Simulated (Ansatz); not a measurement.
# A hypothetical structure for Al2Si2Pb, part 2 of 2

Starting from a made-up structure for Al2Si2Pb, the aim is the relaxed cell, its shortest contacts and, where a second run follows, its electronic structure.

Ansatz 0.2.0; DFT, PBEsol, plane-wave PAW, files of the set soft_1, scalar-relativistic, no spin, cell and ions relaxed at zero pressure; PAW set soft_1 (the session's first sound run).

So far: Starting point; Relaxing cell and atoms. The relaxed cell has a = 4.100, c = 7.262 Å (conventional setting).

### 3. Bands of the relaxed cell

With the geometry fixed, one more self-consistent run, with a narrower smearing and the mesh shown in its input, gives the bands, and its pressure, and its forces where symmetry allows any, show how far the geometry depends on these settings.

This step: DFT, PBEsol, plane-wave PAW, files of the set soft_1, scalar-relativistic, no spin, bands and density of states at the relaxed cell; PAW set soft_1 (Ansatz 0.2.0).

The input, input.yaml:

```yaml
crystal:
  lattice:
    - [4.1000931764, 0.0, 0.0]
    - [-2.0500465882, 3.5507848487, 0.0]
    - [0.0, 0.0, 7.2618847097]
  atoms:
    - { symbol: Pb, position: [0.0, 0.0, 0.0] }
    - { symbol: Si, position: [0.6666666667, 0.3333333333, 0.7389678229] }
    - { symbol: Si, position: [0.3333333333, 0.6666666667, 0.2610321771] }
    - { symbol: Al, position: [0.6666666667, 0.3333333333, 0.3793565514] }
    - { symbol: Al, position: [0.3333333333, 0.6666666667, 0.6206434486] }
kpoints:
  mp_grid: { grid: [10, 10, 4] }
  band_path:
    path:
      - [[0.0, 0.0, 0.0], [0.5, 0.0, 0.0], [0.33333333, 0.33333333, 0.0], [0.0, 0.0, 0.0], [0.0, 0.0, 0.5], [0.5, 0.0, 0.5], [0.33333333, 0.33333333, 0.5], [0.0, 0.0, 0.5]]
      - [[0.5, 0.0, 0.5], [0.5, 0.0, 0.0]]
      - [[0.33333333, 0.33333333, 0.0], [0.33333333, 0.33333333, 0.5]]
    npoints: 8
scf:
  occupations: { method: fermi_dirac, width: 0.03 }
  n_extra_bands: 9
hamiltonian:
  xc: pbesol
  pseudopotentials: { kind: paw, azcp: { folder: soft_1 }, xc_functional: pbe }
output:
  forces: true
  stress: true
  write_bands: true
  dos: { projected: true }
  write_density: true
  write_potential: true
  elf: true
  volumetric_format: npy
```

Started as:

```sh
$ ansatz run input.yaml --threads 4 --pin off --max-ram 8192MiB --backend cpu --events-out ev --progress --plain --runs-dir out
```

Numbers of over 12 decimals in the logs are rounded to 6 here.

Log:

```text
[...]
Crystal: 5 atoms, lattice volume = 105.723 Å³
Basis set: ecut = 420 eV, 2029 PW (Γ), exchange–correlation on 60×60×100 points (8 copies of the dense FFT grid, shifted against one another)
Bands: 23, of which v1, the nominal top of the filled ones, is band 14 counted from 1 (13 counted from 0)
Symmetry: 12 space group operations
[...]
k-points: 50 of 400
[...]
SCF iter   1: F=—  HF=-14051.175825 eV  |F-HF|=—  |Δ(HF+E_count)|=         —  Δρ=4.65e-2  dr2=1.18e1  ethr=3.10e-3  ⟨swp⟩=7.8  Hψ=7284  notcnv=0
[...]
SCF iter   9: F=-14048.484938 eV  HF=-14048.484938 eV  |F-HF|=8.73e-10  |Δ(HF+E_count)|=   2.15e-8  Δρ=1.93e-6  dr2=6.13e-9  ethr=3.57e-10  ⟨swp⟩=16.6  Hψ=9852  notcnv=0
SCF 1 converged in 9 iterations: F = -14048.484938 eV  dr2 = 6.13e-9
[...]
NSCF: frozen V_eff on 75 k-points
SCF converged after 9 iterations
Free energy (F): -14048.484938 eV
[...]
Internal energy: -14048.478452 eV  (E = F + TS)
E sigma→0 (E₀):  -14048.481695 eV
Entropy (-TS):   -0.006486 eV (-1.297 meV/atom)
Fermi energy:    7.929870 eV
[...]
--- Forces (eV/Å), atoms counted from 1 ---
  atom   1  Pb     0.00000000     0.00000000     0.00000000
  atom   2  Si     0.00000000     0.00000000     0.00055742
  atom   3  Si     0.00000000     0.00000000    -0.00055742
  atom   4  Al     0.00000000     0.00000000    -0.02001775
  atom   5  Al     0.00000000     0.00000000     0.02001775
  max |Σ_I F_I| component: 6.57e-32 eV/Å
--- Stress (GPa, compression-positive) ---
        0.233600       0.000000      -0.000000
        0.000000       0.233600       0.000000
        0.000000       0.000000      -0.129647
  P = ⅓ Tr σ = 0.1125 GPa (1.125 kbar)
--- Band table (eV; the first three rows and the last of 50) ---
  k-point 0: bands = [... 10 lower, 6.8738, 6.8738, 7.8752, 7.8752, 8.7815, 9.6503, 9.6503, 10.6918, ... 5 higher]
  k-point 1: bands = [... 10 lower, 6.8646, 7.9754, 7.9754, 8.3195, 9.0517, 9.5253, 9.5253, 10.3332, ... 5 higher]
  k-point 2: bands = [... 10 lower, 6.8565, 8.0922, 8.0922, 8.7176, 9.3873, 9.3873, 9.5667, 9.9946, ... 5 higher]
  k-point 49: bands = [... 10 lower, 3.2837, 6.1065, 6.1595, 6.9842, 7.9548, 8.0851, 8.5629, 12.0472, ... 5 higher]
```

Wall time 2.6 s (4 threads of Intel Xeon Platinum 8488C (Sapphire Rapids), shared host); peak memory 0.52 GiB; 9.4 s of CPU time.

Reading the cycles: dr2 is the Hartree energy of the density residual (eV), the measure of convergence; HF is the Harris–Foulkes estimate of the energy, which meets the free energy F at convergence.

This step gave:

| Quantity | Value |
| --- | --- |
| free energy | -14048.4849 eV |
| energy at zero smearing | -14048.4817 eV |
| smearing term TS | 0.006486 eV |
| Fermi energy | 7.930 eV |
| pressure | 0.1125 GPa |

From bands.tsv, the bands that come nearest the Fermi level along the path, at its corners, in eV from the Fermi level:

```tsv
point	band 11	band 12	band 13	band 14	band 15	band 16	band 17	band 18
Γ	-1.06	-1.06	-0.05	-0.05	0.85	1.72	1.72	2.76
M	-4.48	-2.81	-0.76	-0.51	0.54	0.70	1.04	2.68
K	-3.63	-3.54	-3.54	-3.47	3.32	3.32	3.54	3.85
Γ	-1.06	-1.06	-0.05	-0.05	0.85	1.72	1.72	2.76
A	-1.07	0.16	0.16	0.79	1.46	1.46	1.64	2.06
L	-2.55	-2.33	-2.09	-1.91	-0.95	0.34	1.82	3.05
H	-4.77	-1.63	-1.63	-1.04	0.00	0.00	0.38	4.53
A	-1.07	0.16	0.16	0.79	1.46	1.46	1.64	2.06
L	-2.55	-2.33	-2.09	-1.91	-0.95	0.34	1.82	3.05
M	-4.48	-2.81	-0.76	-0.51	0.54	0.70	1.04	2.68
K	-3.63	-3.54	-3.54	-3.47	3.32	3.32	3.54	3.85
H	-4.77	-1.63	-1.63	-1.04	0.00	0.00	0.38	4.53
```

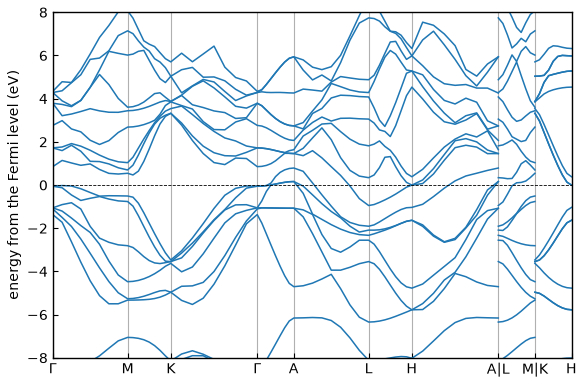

Bands along the path. 6 bands lie wholly below the window drawn.

Counts of states for the cell as run, both spins, by energy window (eV from the Fermi level):

```
from  to  total
  -8  -7   1.47
  -7  -6   0.53
  -6  -5   1.21
  -5  -4   1.90
  -4  -3   2.06
  -3  -2   2.73
  -2  -1   2.35
  -1   0   1.67
   0   1   1.55
   1   2   2.93
   2   3   3.02
   3   4   2.66
```

Below -8 eV lie 14.1 more states.

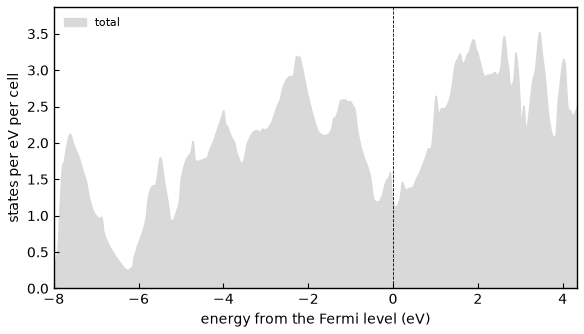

Total density of states, smoothed over about 0.04 eV.

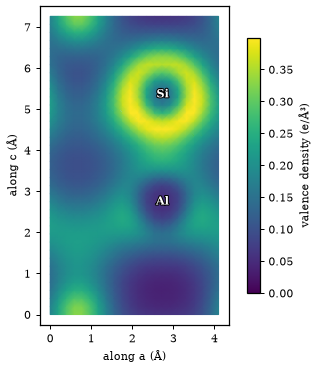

Valence density in the ac plane at fractional y = 0.333, with atoms of Si and Al within 0.2 Å of it. It is the smooth field of the valence electrons, not physical close to the nuclei.

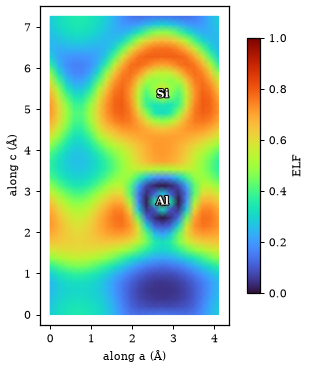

ELF in the ac plane at fractional y = 0.333, with atoms of Si and Al within 0.2 Å of it. It is the smooth field of the valence electrons, not physical close to the nuclei.

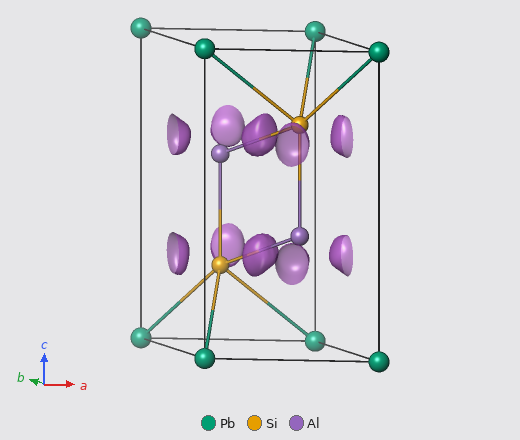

Surface of ELF = 0.85. Bonds to atoms that aren't drawn are left out.

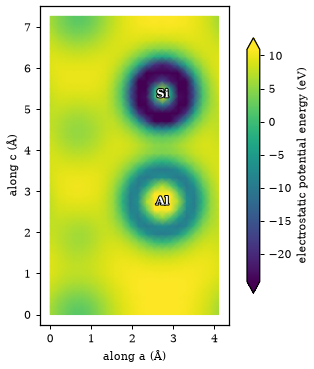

Electrostatic potential energy in the ac plane at fractional y = 0.333, with atoms of Si and Al within 0.2 Å of it. With pseudopotentials it is smooth inside the atoms' cores, unlike the true potential.

### 4. Outcome

```json
{
  "space group, relaxed": "P-3m1",
  "conventional cell": "a = 4.100, b = 4.100, c = 7.262 Å; α = 90.0°, β = 90.0°, γ = 120.0°",
  "volume per atom": "21.14 Å³ (guess 19.74)"
}
```

**Reading.** Al2Si2Pb relaxes to P-3m1 with a = 4.100, b = 4.100 and c = 7.262 Å. The guessed volume was 7 % too small. The space group P-3m1 was held in the relaxation, so the end point is a stationary structure within it and may be a saddle against distortions or other arrangements. Bands cross the Fermi level, so it is a metal or semimetal at this level. On the 10×10×4 mesh with the narrower smearing (relaxed on 8×8×4) the largest force component is 0.020 eV/Å and the largest stress component is 0.234 GPa, against the relaxation's thresholds of 0.015 eV/Å and 0.05 GPa. The cutoff wasn't tested. Spin-orbit coupling is left out, which can matter for elements this heavy. No dispersion term is used, so weakly bound directions may come out too long. Nothing here tests whether the compound is stable against decomposition.

[Logs are printed without paths, hosts, clocks, repeated set-up lines and the standing remarks that a program may print on its own settings, such as how far it seeks lower states.]

[Hosts, paths, dates, database ids (printed as entryN), source tags and the programs' standing remarks are cut or masked in the printed files.]
